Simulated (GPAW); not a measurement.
**One shape, several levels: C2HNO (cyanoformaldehyde)**

Aim: a comparison of 3 runs (PBE/real-space grid, revPBE-D4/szp(dzp), PBE/dzp) of C2HNO (cyanoformaldehyde). 

The calculation is run with GPAW 26.7.0.

4 further runs of the same task are left out: 2 that didn't finish, 2 set aside as unsound or not needed. Runs told in other sessions of the task aren't counted.

### 1 The structure to begin with

C2HNO: 5 atoms, total charge 0, spin state singlet. SMILES: `N#CC=O`. The shape is that of a GFN2-xTB optimisation.

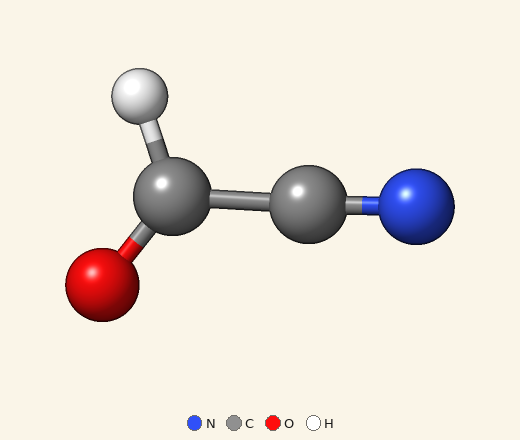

The structure, seen from a chosen angle (nitrogen blue, carbon grey, oxygen red, hydrogen white).

### 2 The charge distribution at PBE/real-space grid (scalar-relativistic datasets) (run 1)

molecule.py reads:

```python
import numpy as np
from ase import Atoms
from ase.units import Bohr, Debye
from gpaw import GPAW

positions_bohr = np.array(
              [[  0.890496,  -2.155025,   2.981081],
               [  0.330362,  -0.949833,   1.275433],
               [ -0.284026,   0.620983,  -0.876342],
               [ -2.222677,   0.556071,  -2.035934],
               [  1.285845,   1.927804,  -1.344238]])
system = Atoms("NCCOH", positions=positions_bohr * Bohr)
system.center(vacuum=4.5)

gpaw_calc = GPAW(mode="fd", h=0.18, xc="PBE", maxiter=150, txt="-")
system.calc = gpaw_calc

energy = system.get_potential_energy()
print(f"Energy = {energy:.5f} eV")
forces = system.get_forces()
print("Forces (eV/Ang)")
for symbol, f in zip(system.symbols, forces):
    print(f'{symbol:2} {f[0]:9.4f} {f[1]:9.4f} {f[2]:9.4f}')
dipole = system.get_dipole_moment() / Debye
print(f"Dipole: {np.linalg.norm(dipole):.3f} D")
homo, lumo = gpaw_calc.get_homo_lumo()
print(f"HOMO = {homo:.3f} eV")
print(f"LUMO: {lumo:.3f} eV")
print(f"Gap: {lumo - homo:.3f} eV")
```

Run with:

```
$ OMP_NUM_THREADS=1 python molecule.py
```

Output:

```text
[...]
Number of symmetries: 1
[...]
  Number of IBZ points: 1
[...]
Spin-components: 1 (collinear spins)
Bands:           16
[...]
  Valence electrons: 20.0
[...]
  Grid points: [60 64 64]
  Charge: 0.0  # |e|
[...]
    cutoffs:
[...]
occupation numbers:
  # Zero width
[...]
xc functional:
  name: PBE with 2 nearest neighbor stencil
[...]
|iter     |     time |      energy | eigst |  dens |
[...]
|iter:   1| 00:00:02 |  -38.102359 | +1.31 |       |
[...]
|iter:  14| 00:00:19 |  -35.195163c| -7.48c| -5.98c|
Converged in 14 steps
[...]
Energy contributions relative to reference atoms: (reference = -5590.320199)
Energy contributions:
  Kinetic:          43.080853
  Coulomb:         -47.591363
  Zero:              1.039602
  External:          0.000000
  Xc:              -31.724255
  Entropy:           0.000000
  Spinorbit:         0.000000
  ----------------------------
  Free energy:     -35.195163
  Extrapolated:    -35.195163
dipole moment: (0.240434, 0.326468, -0.213138)  # |e|*Ang
Fermi level: -5.874
Eigenvalues  # (at kpt = [0.000, 0.000, 0.000])
| band index |      eig [eV] | occ [0-2] |
|------------|---------------|-----------|
|          0 |       -27.919 |     2.000 |
|        ... |               |           |
|          2 |       -18.538 |     2.000 |
|          3 |       -14.083 |     2.000 |
|          4 |       -12.277 |     2.000 |
|          5 |       -11.656 |     2.000 |
|          6 |        -9.753 |     2.000 |
|          7 |        -9.516 |     2.000 |
|          8 |        -9.469 |     2.000 |
|          9 |        -7.488 |     2.000 |
|         10 |        -4.260 |     0.000 |
|         11 |        -1.425 |     0.000 |
[...]
Gap: 3.227 eV
Transition (v -> c):
[...]
Forces (eV/Ang)
N     0.6694   -1.2917    1.8140
C    -0.7445    0.7249   -1.2916
C     1.1609    0.5714    0.0783
O    -1.1490   -0.1829   -0.5645
H     0.1142    0.1895   -0.1449
Dipole: 2.200 D
HOMO = -7.488 eV
LUMO: -4.260 eV
Gap: 3.227 eV
```

Wall time 19 s (1 thread of Arm Neoverse V2, shared host); peak memory 0.64 GiB.

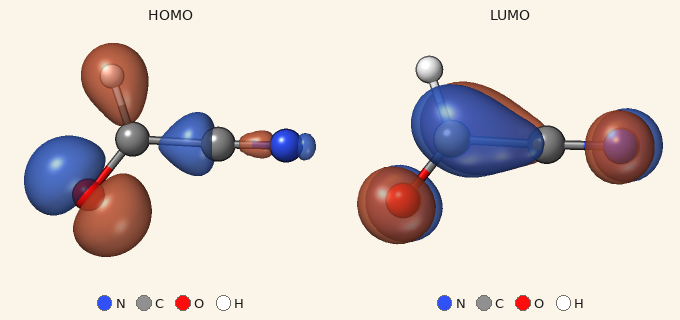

Frontier orbitals of this run, surfaces at ±0.2 Å^-3/2.

### 3 Energy and one-electron properties at revPBE-D4/szp(dzp) (scalar-relativistic datasets) (run 2)

molecule.sdf reads:

```

     RDKit          3D

  5  4  0  0  0  0  0  0  0  0999 V2000
    0.4712   -1.1404    1.5775 N   0  0  0  0  0  0  0  0  0  0  0  0
    0.1748   -0.5026    0.6749 C   0  0  0  0  0  0  0  0  0  0  0  0
   -0.1503    0.3286   -0.4637 C   0  0  0  0  0  0  0  0  0  0  0  0
   -1.1762    0.2943   -1.0774 O   0  0  0  0  0  0  0  0  0  0  0  0
    0.6804    1.0201   -0.7113 H   0  0  0  0  0  0  0  0  0  0  0  0
  2  1  3  0
  3  2  1  0
  4  3  2  0
  5  3  1  0
M  END
$$$$
```

molecule_sp.py reads:

```python
from ase.calculators.mixing import SumCalculator
from ase.io import read
from dftd4.ase import DFTD4
from gpaw import GPAW

atoms = read("molecule.sdf")
atoms.center(vacuum=4.0)

gpaw_calc = GPAW(mode="lcao",
                 xc="revPBE",
                 maxiter=100,
                 h=0.2,
                 basis="szp(dzp)",
                 poissonsolver={"name": "fd"},
                 txt="-")
atoms.calc = SumCalculator([DFTD4(method="revPBE"), gpaw_calc])

energy = atoms.get_potential_energy()
print(f"Energy = {energy:.5f} eV")
forces = atoms.get_forces()
print("Forces (eV/Ang)")
for symbol, f in zip(atoms.symbols, forces):
    print(f'{symbol:2} {f[0]:9.4f} {f[1]:9.4f} {f[2]:9.4f}')
homo, lumo = gpaw_calc.get_homo_lumo()
print(f"HOMO                    {homo:.3f} eV")
print(f"LUMO                    {lumo:.3f} eV")
print(f"Gap                     {lumo - homo:.3f} eV")
```

Run with:

```
$ OMP_NUM_THREADS=1 python molecule_sp.py
```

Output:

```text
[...]
Number of symmetries: 1
[...]
  Number of IBZ points: 1
[...]
basis functions: 40
Spin-components: 1 (collinear spins)
Bands:           16
[...]
  Valence electrons: 20.0
[...]
  Grid points: [48 52 52]
  Charge: 0.0  # |e|
[...]
    cutoffs:
[...]
occupation numbers:
  # Zero width
[...]
xc functional:
  name: revPBE with 2 nearest neighbor stencil
[...]
|iter     |     time |      energy | eigst |  dens |
[...]
|iter:   1| 00:00:05 |  -27.805898 |      c|       |
[...]
|iter:   9| 00:00:11 |  -26.714740c|      c| -4.29c|
Converged in 9 steps
[...]
Energy contributions relative to reference atoms: (reference = -5596.155888)
Energy contributions:
  Kinetic:          -4.713554
  Coulomb:           0.163446
  Zero:              0.992115
  External:          0.000000
  Xc:              -23.156748
  Entropy:           0.000000
  Spinorbit:         0.000000
  ----------------------------
  Free energy:     -26.714740
  Extrapolated:    -26.714740
dipole moment: (0.144389, 0.284710, -0.227449)  # |e|*Ang
Fermi level: -6.898
Eigenvalues  # (at kpt = [0.000, 0.000, 0.000])
| band index |      eig [eV] | occ [0-2] |
|------------|---------------|-----------|
|          0 |       -29.449 |     2.000 |
|        ... |               |           |
|          2 |       -20.045 |     2.000 |
|          3 |       -15.248 |     2.000 |
|          4 |       -12.970 |     2.000 |
|          5 |       -12.663 |     2.000 |
|          6 |       -10.698 |     2.000 |
|          7 |       -10.649 |     2.000 |
|          8 |       -10.637 |     2.000 |
|          9 |        -8.434 |     2.000 |
|         10 |        -5.361 |     0.000 |
|         11 |        -2.357 |     0.000 |
[...]
Gap: 3.073 eV
Transition (v -> c):
[...]
Forces (eV/Ang)
N     2.0831   -4.5143    6.4081
C    -1.4397    2.4297   -3.6576
C     1.8144    0.7211    0.3919
O    -4.7443   -0.3673   -2.5758
H     2.2702    1.7395   -0.5065
HOMO                    -8.434 eV
LUMO                    -5.361 eV
Gap                     3.073 eV
```

Run time: 12 s. Hardware: 1 thread of Arm Neoverse V2, shared host; peak memory 0.36 GiB.

### 4 The charge distribution at PBE/dzp (scalar-relativistic datasets) (run 3)

molecule.xyz reads:

```xyz
5

N      0.471230    -1.140390     1.577520
C      0.174820    -0.502630     0.674930
C     -0.150300     0.328610    -0.463740
O     -1.176190     0.294260    -1.077370
H      0.680440     1.020150    -0.711340
```

run.py reads:

```python
import numpy as np
from ase.io import read
from ase.units import Debye
from gpaw import GPAW

# Set up the molecule
system = read('molecule.xyz')
system.center(vacuum=4.5)

# DFT calculator
dft = GPAW(mode='lcao', basis='dzp', h=0.18, xc='PBE', maxiter=150, txt='-')
system.calc = dft

energy = system.get_potential_energy()
print(f'Energy: {energy:.5f} eV')
forces = system.get_forces()
print('Forces (eV/Ang)')
for symbol, f in zip(system.symbols, forces):
    print(f'{symbol:2} {f[0]:9.4f} {f[1]:9.4f} {f[2]:9.4f}')
dipole = system.get_dipole_moment() / Debye
print(f'Dipole = {np.linalg.norm(dipole):.3f} D')
homo, lumo = dft.get_homo_lumo()
print(f'HOMO                    {homo:.3f} eV')
print(f'LUMO: {lumo:.3f} eV')
print(f'Gap                     {lumo - homo:.3f} eV')
```

Run with:

```
$ python3 -u run.py | tee run.out
```

Output:

```text
[...]
Number of symmetries: 1
[...]
  Number of IBZ points: 1
[...]
basis functions: 57
Spin-components: 1 (collinear spins)
Bands:           16
[...]
  Valence electrons: 20.0
[...]
  Grid points: [60 64 64]
  Charge: 0.0  # |e|
[...]
    cutoffs:
[...]
occupation numbers:
  # Zero width
[...]
xc functional:
  name: PBE with 2 nearest neighbor stencil
[...]
|iter     |     time |      energy | eigst |  dens |
[...]
|iter:   1| 00:00:04 |  -34.118701 |      c|       |
[...]
|iter:   9| 00:00:08 |  -32.777321c|      c| -4.17c|
Converged in 9 steps
[...]
Energy contributions relative to reference atoms: (reference = -5590.320199)
Energy contributions:
  Kinetic:          32.106577
  Coulomb:         -33.996057
  Zero:              0.560455
  External:          0.000000
  Xc:              -31.448296
  Entropy:           0.000000
  Spinorbit:         0.000000
  ----------------------------
  Free energy:     -32.777321
  Extrapolated:    -32.777321
dipole moment: (0.194493, 0.291784, -0.203504)  # |e|*Ang
Fermi level: -5.507
Eigenvalues  # (at kpt = [0.000, 0.000, 0.000])
| band index |      eig [eV] | occ [0-2] |
|------------|---------------|-----------|
|          0 |       -27.768 |     2.000 |
|        ... |               |           |
|          2 |       -18.311 |     2.000 |
|          3 |       -13.831 |     2.000 |
|          4 |       -11.942 |     2.000 |
|          5 |       -11.373 |     2.000 |
|          6 |        -9.415 |     2.000 |
|          7 |        -9.239 |     2.000 |
|          8 |        -9.197 |     2.000 |
|          9 |        -7.113 |     2.000 |
|         10 |        -3.901 |     0.000 |
|         11 |        -0.896 |     0.000 |
[...]
Gap: 3.212 eV
Transition (v -> c):
[...]
Forces (eV/Ang)
N     1.2852   -2.5962    3.6469
C    -1.1632    1.7523   -2.6705
C     1.6620    0.5765    0.4348
O    -2.3314   -0.2197   -1.2448
H     0.5959    0.5594   -0.2511
Dipole = 1.947 D
HOMO                    -7.113 eV
LUMO: -3.901 eV
Gap                     3.212 eV
```

Run time: 8.4 s. Hardware: 1 thread of Arm Neoverse V2, shared host; peak memory 0.6 GiB.

### 5 The series

```csv
run,level,mode,grid spacing,energy (Eh),dipole moment (D),HOMO energy (eV),LUMO energy (eV),wall time
1,PBE/real-space grid (scalar-relativistic datasets),fd,0.18,-206.733876,2.20,-7.49,-4.26,19 s
2,revPBE-D4/szp(dzp) (scalar-relativistic datasets),lcao,0.2,-206.645687,1.88,-8.43,-5.36,12 s
3,PBE/dzp (scalar-relativistic datasets),lcao,0.18,-206.645022,1.95,-7.11,-3.90,8.4 s
```

### 6 Results

| quantity | value |
| --- | --- |
| run 3: energy as printed (from the program's reference atoms) | -32.7773 eV |
| run 3: dipole moment | 1.95 D |
| run 3: HOMO energy | -7.11 eV |
| run 3: LUMO energy | -3.90 eV |
| run 3: HOMO–LUMO gap | 3.21 eV |
| run 3: largest force on an atom | 4.657 eV/Å |

In words: The dipole moment (its size) runs from 1.88 D (revPBE-D4/szp(dzp)) to 2.20 D (PBE/real-space grid). The two ends differ in method and basis. The HOMO–LUMO gap runs from 3.07 eV (revPBE-D4/szp(dzp)) to 3.23 eV (PBE/real-space grid). Totals of different functionals can't be ranked against each other. All runs together took 39 s, the longest 19 s.
